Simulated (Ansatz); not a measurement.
System (SMILES): [AlH] (AlH) (closed-shell singlet).
Atoms: Al1, H2. Bonds: Al1-H2.

Basis-set convergence of the optimised Al1-H2 bond length at PBE with Ansatz (an electronic-structure program). Cartesian d functions, on some or all atoms, in 6-31G*; all else is spherical. The program fits the integrals of some runs and decomposes those of others, by size. Core-valence sets carry the plain set on hydrogen. No added dispersion term, no relativity. Reference: the value in aug-cc-pV(5+d)Z, 1.6766 Å, itself unsure by roughly 0.0007 Å (its mean distance from pcseg-4, aug-pcseg-3, aug-cc-pV(Q+d)Z). Deviations are taken from unrounded values.

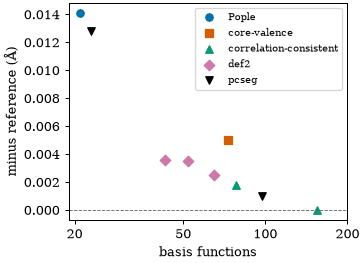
Figure: Deviation from the reference against the number of basis functions, by family of sets.

| basis | functions | optimised Al1-H2 bond length (Å) | minus reference (Å) |
|---|---|---|---|
| 6-31G* | 21 | 1.6907 | 0.0141 |
| pcseg-1 | 23 | 1.6894 | 0.0128 |
| def2-TZVP | 43 | 1.6801 | 0.0036 |
| def2-TZVPD | 52 | 1.6801 | 0.0035 |
| def2-TZVPPD | 65 | 1.6791 | 0.0025 |
| cc-pCVTZ | 73 | 1.6815 | 0.0050 |
| aug-cc-pV(T+d)Z | 78 | 1.6784 | 0.0018 |
| pcseg-3 | 97 | 1.6776 | 0.0010 |
| cc-pV(5+d)Z | 155 | 1.6766 | 0.0000 |
